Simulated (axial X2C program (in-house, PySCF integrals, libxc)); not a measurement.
# MoSe⁺: bond curves with and without spin–orbit coupling

What are the state, bond length, wavenumber and bond energy of MoSe⁺, and what does spin–orbit coupling change?

The runs use an in-house X2C program for linear molecules on PySCF integrals; all-electron X2C, Mo dyall-cv3z, Se dyall-cv3z.

All values are calculated.

**1. Input**

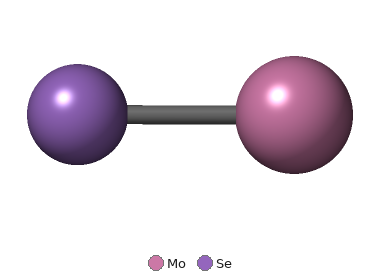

The two atoms at 2.280 Å (molybdenum pink, selenium purple).

task.json

```json
{"zs": [42, 34], "q": 1, "bas": ["dyall-cv3z", "dyall-cv3z"], "levels": ["PBE0", "HF", "B97-3"], "cc": true, "r0": 2.28, "thr": -1.0, "nmax": 90, "npts": 10, "nst": 2, "ntry": 6}
```

Keys: zs atomic numbers; q charge; bas basis sets; levels methods (HF also brings MP2); cc coupled cluster on or off; r0 starting distance in Å; thr threshold in hartree for freezing inner shells (an s shell follows its p shell); nmax most natural virtual spinors; npts points asked for on the curve; nst determinants followed; ntry starts of the search.

Command:

```sh
$ python so2c.py task.json out
```

Spin-free means the one-electron spin-free X2C Hamiltonian; two-component (2c) means X2C with spin–orbit coupling and atomic mean-field two-electron Coulomb and Gaunt terms. Basis: Mo dyall-cv3z contracted to [11s12p9d5f3g], Se dyall-cv3z contracted to [8s9p6d4f1g]; Gaussian nuclei, density fitting. Masses: Mo 97.905 u, Se 79.917 u.

Notation: σ, π±, δ± give the projection m of an orbital's angular momentum (0, ±1, ±2), α and β its spin, Λ and M_S the sums; ω is the projection of a spinor's total angular momentum and Ω the sum. Logs are in hartree.

The results follow Hamiltonian by Hamiltonian and level by level.

**2. Search for the lowest determinant**

Determinants are compared with PBE0 at 2.280 Å.

Spin-free determinants:

```tsv
ΔE (eV)	state	open shells
0.00	M_S = 3/2, Λ = 0	beyond closed shells: σα, δ+α, δ-α
0.78	M_S = 3/2, Λ = 1	beyond closed shells: π+α, δ+α, δ-α
1.41	M_S = 1/2, Λ = 0	beyond closed shells: σβ, δ+α, δ-α
1.57	M_S = 1/2, Λ = 1	beyond closed shells: π+β, δ+α, δ-α
1.82	M_S = 1/2, Λ = 2	beyond closed shells: δ+α, δ+β, δ-α
1.83	M_S = 3/2, Λ = 3	beyond closed shells: σα, π+α, δ+α
1.86	M_S = 3/2, Λ = 1	beyond closed shells: σα, π-α, δ+α
```

Two-component determinants:

| ΔE (eV) | state | open shells |
| --- | --- | --- |
| 0.00 | Ω = 3/2 | excess of +ω over −ω: ω = 1/2, ω = -3/2, ω = 5/2 |
| 0.68 | Ω = 1/2 | excess of +ω over −ω: ω = -1/2, ω = -3/2, ω = 5/2 |
| 0.88 | Ω = 5/2 | excess of +ω over −ω: ω = 5/2 |
| 1.54 | Ω = 5/2 | excess of +ω over −ω: ω = 5/2 |
| 1.63 | Ω = 1/2 | excess of +ω over −ω: 2 × ω = 3/2, ω = -5/2 |
| 1.64 | Ω = 3/2 | excess of +ω over −ω: ω = 3/2 |
| 1.69 | Ω = 9/2 | excess of +ω over −ω: ω = 1/2, ω = 3/2, ω = 5/2 |

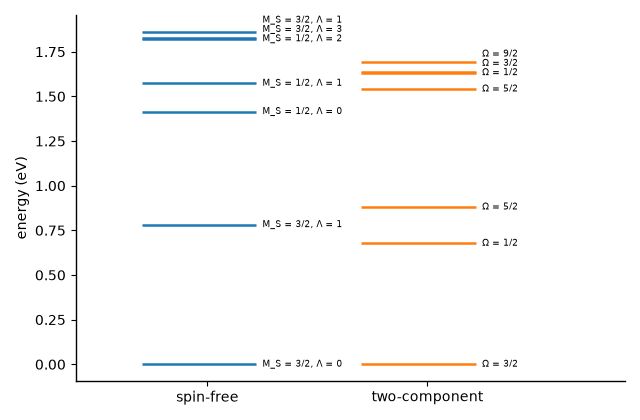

The determinants found, each set from its own lowest.

**3. PBE0, spin-free**

State followed: M_S = 3/2, Λ = 0 (beyond closed shells: σα, δ+α, δ-α). The scan is laid around 2.234 Å, a first estimate of the minimum, and this SCF restarts from the orbitals of the search.

Output at 2.234 Å:

```text
spin-free X2C-1e  PBE0
basis functions 256  fitting functions 1271  grid points 5799
iter        total energy     max residual
   1      -6473.537515273     8.69e+00
   2      -6474.870053219     7.58e+00
   3      -6476.424498134     4.67e+00
   4      -6477.356801221     2.25e+00
   5      -6477.465499699     1.22e+00
   6      -6477.517063803     6.33e-01
   7      -6477.547435118     1.29e-01
   8      -6477.549574323     1.02e-01
   9      -6477.551404991     3.84e-02
  10      -6477.551777776     2.94e-02
  11      -6477.551946031     1.38e-02
  12      -6477.551985315     7.66e-03
  13      -6477.552003435     3.60e-03
  14      -6477.552009322     1.59e-03
  15      -6477.552011797     1.24e-03
  16      -6477.552012850     4.43e-04
  17      -6477.552013081     3.24e-04
  18      -6477.552013150     1.62e-04
  19      -6477.552013171     1.05e-04
  20      -6477.552013177     3.20e-05
  21      -6477.552013180     3.59e-05
  22      -6477.552013181     1.28e-05
converged
one-electron -9621.61283039  Coulomb 3018.47983075  exact exchange -52.30969513  xc functional -160.36583462  nuclear repulsion 338.25651620
```

Along the bond, energies from the lowest point:

| R (Å) | E (eV) | μ (D) | HOMO (eV) | LUMO (eV) | iterations |
| --- | --- | --- | --- | --- | --- |
| 2.100 | 0.1528 | -3.98 | -12.17 | -9.17 | 27 |
| 2.167 | 0.0257 | -4.13 | -12.19 | -9.26 | 27 |
| 2.234 | 0.0000 | -4.22 | -12.20 | -9.32 | 22 |
| 2.312 | 0.0544 | -4.27 | -12.19 | -9.36 | 28 |
| 2.390 | 0.1661 | -4.27 | -12.17 | -9.38 | 31 |
| 2.491 | 0.3579 | -4.22 | -12.11 | -9.39 | 30 |

Dipoles are positive if Se is the positive end and refer to the centre of mass.

Outer orbitals at the reference distance:

```
symmetry  occupied  ε (eV)              atomic character
      σβ       yes  -25.50  69% Se s, 11% Mo d, 10% Mo p
      σα       yes  -24.31  67% Se s, 12% Mo d, 10% Mo p
      σα       yes  -15.02   47% Mo d, 45% Se p, 5% Se s
      σβ       yes  -14.50   69% Se p, 20% Mo d, 5% Mo s
     π+α       yes  -14.06            66% Mo d, 28% Se p
     π-α       yes  -14.06            66% Mo d, 28% Se p
     π+β       yes  -14.05   70% Se p, 19% Mo d, 5% Mo f
     π-β       yes  -14.05   70% Se p, 19% Mo d, 5% Mo f
     δ+α       yes  -13.46                     100% Mo d
     δ-α       yes  -13.46                     100% Mo d
      σα       yes  -12.20  40% Mo s, 32% Mo d, 26% Se p
     π+α        no   -9.32  48% Se p, 33% Mo d, 11% Mo p
     π-α        no   -9.32  48% Se p, 33% Mo d, 11% Mo p
     π-β        no   -7.77   79% Mo d, 10% Se p, 5% Se d
     π+β        no   -7.77   79% Mo d, 10% Se p, 5% Se d
```

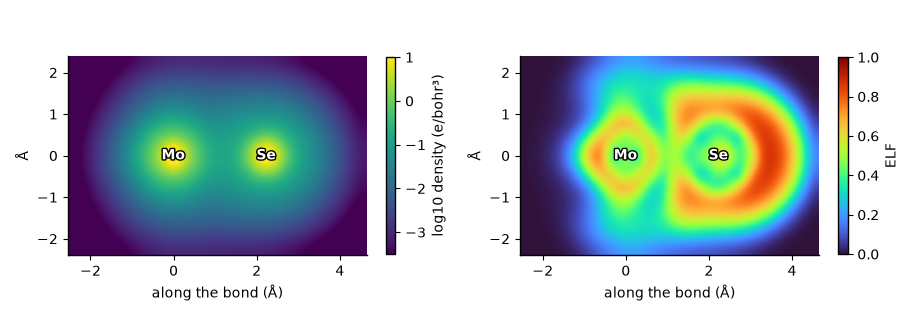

PBE0 fields in a plane through the axis, from a grid of 0.3 Å; Mo lies at z = 0 and Se at z = 2.234 Å; the ELF is damped to zero where the density is low.

Re = 2.222 Å, ωe = 316 cm⁻¹, Be = 0.07763 cm⁻¹, De = 2.99 eV, μ = -4.20 D. ⟨S²⟩ = 4.32 against 3.75 for a pure state, so this determinant mixes spins.

**4. HF, spin-free**

Output at 2.234 Å:

```text
spin-free X2C-1e  HF
basis functions 256  fitting functions 1271  grid points 5799
iter        total energy     max residual
   1      -6474.115263969     3.89e-01
   2      -6474.157757778     2.61e-02
   3      -6474.166802435     9.70e-02
   4      -6474.173392110     4.85e-02
   5      -6474.176403013     8.54e-03
   6      -6474.176874289     9.50e-03
   7      -6474.177050021     1.31e-03
   8      -6474.177073305     9.66e-04
   9      -6474.177084560     8.58e-04
  10      -6474.177086781     2.45e-04
  11      -6474.177087360     8.43e-05
  12      -6474.177087478     7.73e-05
  13      -6474.177087502     1.50e-05
  14      -6474.177087505     5.67e-06
  15      -6474.177087505     3.45e-06
  16      -6474.177087506     3.95e-07
converged
one-electron -9622.26581357  Coulomb 3019.34295723  exact exchange -209.51074736  xc functional 0.00000000  nuclear repulsion 338.25651620
```

No constants are quoted: the lowest point is the long end of the scan.

**5. B97-3, spin-free**

The SCF at the reference distance of 2.234 Å:

```text
spin-free X2C-1e  B97-3
basis functions 256  fitting functions 1271  grid points 5799
iter        total energy     max residual
   1      -6477.628162717     3.59e-02
   2      -6477.629351327     3.29e-03
   3      -6477.629443007     3.24e-03
   4      -6477.629473040     4.65e-03
   5      -6477.629571680     9.66e-04
   6      -6477.629579813     2.97e-04
   7      -6477.629581781     1.23e-04
   8      -6477.629582098     8.99e-05
   9      -6477.629582203     2.54e-05
  10      -6477.629582214     7.08e-06
  11      -6477.629582215     2.83e-06
converged
one-electron -9621.83142811  Coulomb 3018.69983451  exact exchange -56.34410173  xc functional -156.41040309  nuclear repulsion 338.25651620
```

Re = 2.213 Å, ωe = 324 cm⁻¹, Be = 0.07822 cm⁻¹, De = 3.08 eV, μ = -4.33 D. ⟨S²⟩ = 4.17 against 3.75 for a pure state, so this determinant mixes spins.

**6. Correlated methods, spin-free**

Correlated methods: 11 electrons correlated (frozen shells, counted by type: Mo 4 s, 3 p, 1 d; Se 3 s, 2 p, 1 d), 309 virtual spinors in MP2, 90 natural virtuals in coupled cluster.

Output of the correlated part at 2.234 Å:

```text
correlated 11  virtual 309  natural virtual 90  E(MP2) -0.220402321  MP2 remainder -0.008499325
iter   CCSD correlation   residual
   1     -0.226328824   1.29e-01
   2     -0.234321952   7.84e-02
   3     -0.241223710   5.51e-02
   4     -0.245760478   3.27e-02
   5     -0.246617157   1.07e-02
   6     -0.246852089   4.83e-03
   7     -0.246920456   2.43e-03
   8     -0.246907967   8.35e-04
   9     -0.246912345   2.94e-04
  10     -0.246916598   1.08e-04
  11     -0.246916593   4.16e-05
  12     -0.246916972   1.73e-05
  13     -0.246916448   8.03e-06
  14     -0.246916374   3.43e-06
  15     -0.246916349   1.25e-06
  16     -0.246916365   5.50e-07
(T) -0.013737018  T1 0.0976  D1 0.1800  max T2 0.088
```

T1 in the output is the amplitude norm over the root of the electron number; divide by √2 for the Lee–Taylor value.

MP2: No constants are quoted: the reference is strongly spin-contaminated.

CCSD: Re = 2.254 Å, ωe = 298.8 cm⁻¹, ωexe = 1.62 cm⁻¹, Be = 0.07544 cm⁻¹, De = 2.29 eV. T1 at Re = 0.068 (Lee–Taylor, the printed value over √2).

CCSD(T): Re = 2.234 Å, ωe = 319 cm⁻¹, ωexe = 1.47 cm⁻¹, Be = 0.07678 cm⁻¹, De = 2.54 eV. T1 at Re = 0.069 (Lee–Taylor, the printed value over √2).

**7. A higher determinant, spin-free**

State: M_S = 3/2, Λ = 1 (beyond closed shells: π+α, δ+α, δ-α).

Output at the reference distance:

```text
spin-free X2C-1e  PBE0
basis functions 256  fitting functions 1271  grid points 5799
iter        total energy     max residual
   1      -6473.625215434     7.95e+00
   2      -6475.314969316     6.40e+00
   3      -6477.085797099     1.19e+00
   4      -6477.429383967     8.38e-01
   5      -6477.500572654     1.42e-01
   6      -6477.514125742     7.34e-02
   7      -6477.520193023     1.31e-01
   8      -6477.521685338     3.72e-02
   9      -6477.522064416     2.46e-02
  10      -6477.522293437     1.83e-02
  11      -6477.522411754     1.11e-02
  12      -6477.522472379     4.91e-03
  13      -6477.522497306     2.20e-03
  14      -6477.522505813     2.17e-03
  15      -6477.522511326     1.11e-03
  16      -6477.522514219     1.08e-03
  17      -6477.522515743     6.35e-04
  18      -6477.522516346     3.22e-04
  19      -6477.522516505     1.75e-04
  20      -6477.522516549     1.15e-04
  21      -6477.522516563     5.82e-05
  22      -6477.522516566     2.50e-05
  23      -6477.522516567     2.07e-05
  24      -6477.522516567     1.05e-05
converged
one-electron -9623.14633638  Coulomb 3020.08273491  exact exchange -52.31857822  xc functional -160.39685308  nuclear repulsion 338.25651620
```

| R (Å) | E above the lowest PBE0 point (eV) |
| --- | --- |
| 2.100 | 1.061 |
| 2.167 | 0.872 |
| 2.234 | 0.803 |
| 2.312 | 0.824 |
| 2.390 | 0.916 |
| 2.491 | 1.097 |

Re = 2.254 Å, ωe = 316 cm⁻¹, Be = 0.07544 cm⁻¹, μ = -5.49 D. Te = 0.80 eV.

**8. The spin-free curves together**

Energy (eV) of the followed determinant, spin-free, from each level's lowest point:

| R (Å) | PBE0 | HF | MP2 (spin-contaminated) | CCSD | CCSD(T) | B97-3 |
| --- | --- | --- | --- | --- | --- | --- |
| 2.100 | 0.153 | 1.169 | 0.162 | 0.230 | 0.190 | 0.137 |
| 2.167 | 0.026 | 0.771 | 0.045 | 0.062 | 0.042 | 0.017 |
| 2.234 | 0.000 | 0.483 | 0.000 | 0.000 | 0.000 | 0.000 |
| 2.312 | 0.054 | 0.252 | 0.011 | 0.019 | 0.044 | 0.065 |
| 2.390 | 0.166 | 0.104 | 0.067 | 0.100 | 0.151 | 0.184 |
| 2.491 | 0.358 | 0.000 | 0.176 | 0.252 | 0.337 | 0.383 |

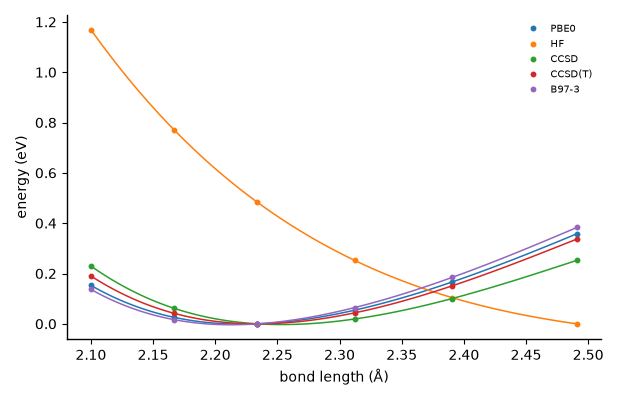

Curves of the followed state, spin-free, each from its own lowest point. Left out: MP2.

(Part 1 of 2 ends here.)
